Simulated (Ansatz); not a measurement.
# CH3FOSi: what the fields show

The calculation's input:

```
crystal:
  periodic: [false, false, false]
  atoms:
    - { symbol: C, position_ang: [-0.3736, 0.1143, 0.6385] }
    - { symbol: O, position_ang: [0.9108, 0.4655, 0.2595] }
    - { symbol: Si, position_ang: [1.4481, -0.0647, -1.2246] }
    - { symbol: F, position_ang: [0.372, -0.86, -1.9395] }
    - { symbol: H, position_ang: [-0.5728, -0.931, 0.678] }
    - { symbol: H, position_ang: [-0.6115, 0.6052, 1.614] }
    - { symbol: H, position_ang: [-1.1119, 0.6027, -0.0715] }
magnetization:
  spin_polarized: true
basis:
  gaussian: { orbitals: def2-SVP }
hamiltonian:
  xc: pbe
relax:
  f_tol: 0.02
  max_steps: 50
output:
  orbitals: {}
```

Launched as:

```sh
ansatz run input.yaml --threads 2 --pin off --max-ram 3072MiB --backend cpu --events-out ev --progress --plain --runs-dir out
```

The fields are those of the relaxed geometry.

All numbers below come from UKS PBE/def2-SVP in Ansatz 0.2.0.

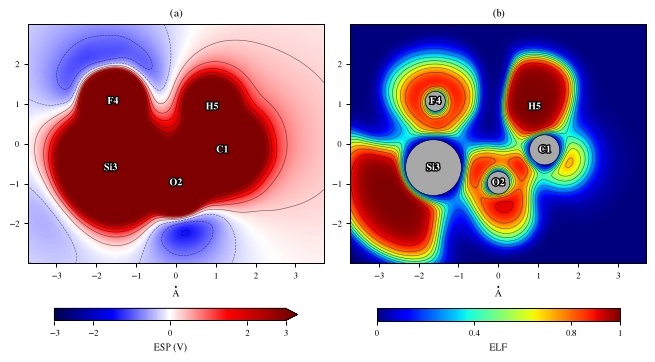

Figure 1. (a) electrostatic potential; (b) electron localisation function on the plane of atoms O2, Si3 and F4. Grey discs cover the atomic cores in the ELF map.

> What does the map show?

Atoms in the plane: C, O, Si, F and H. C–O (1.42 Å): the ELF peaks at about 0.90 between the atoms; a shared but strongly polarised pair. Si–F (1.66 Å): the ELF peaks at about 0.85 in the valence shell of F, 0.6 Å from its nucleus, and is about 0.45 at the midpoint. Si–O (1.67 Å): the ELF peaks at about 0.85 between the atoms (a shared but strongly polarised pair). C–H (1.11 Å): the ELF climbs to about 1 towards the hydrogen, as it does in any bond to H (a covalent bond by its length). The ELF also peaks beside O2, Si3 and F4, away from the bonds: lone-pair regions. Outside the dense part of the molecule the potential is most negative (−1.4 V) near O2.

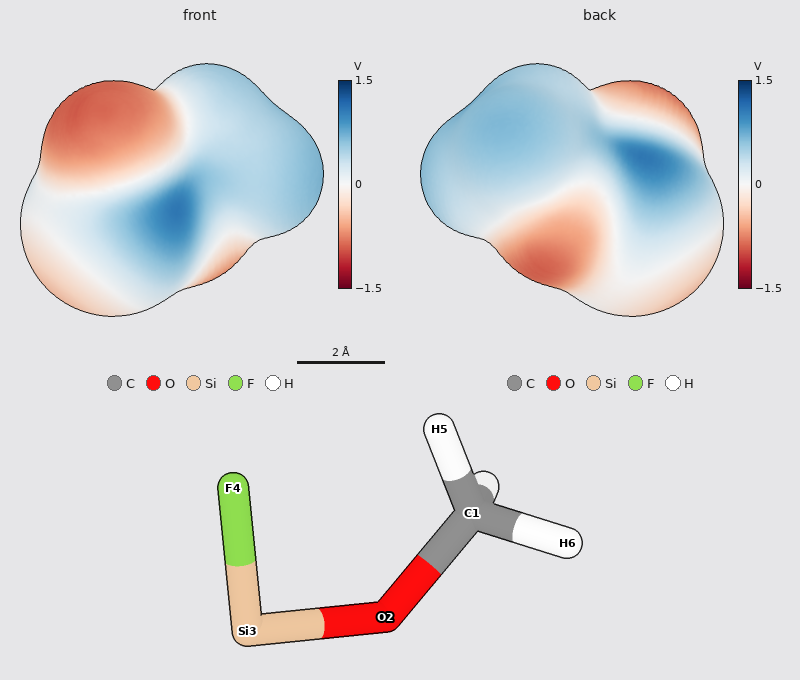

Figure 2. The molecular electrostatic potential painted on the density surface at 0.001 e/bohr³, seen from the front and from behind; red is negative and blue positive. The bare structure is drawn below in the same view.

> Where is the surface potential most negative and most positive?

The most negative region (about −0.9 V) lies over O2 and F4, the most positive (about +1.0 V) over Si3.

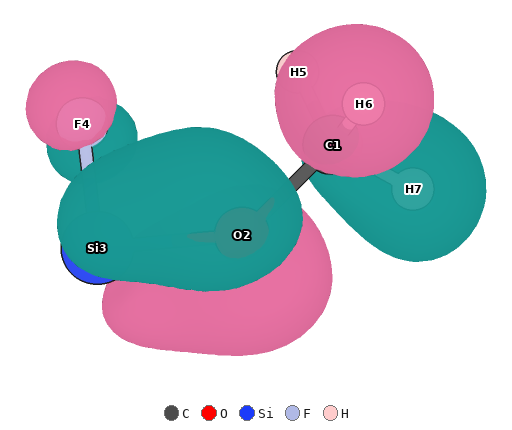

Figure 3. The HOMO−1 at ±0.1 Å⁻³ᐟ² (teal and pink are the two phases), seen at a tilt.

> What is the character of this orbital?

It lies mainly on O2 (about 55 %), C1 (about 15 %), H6 (about 10 %) and H7 (about 10 %). Its energy is −7.36 eV.
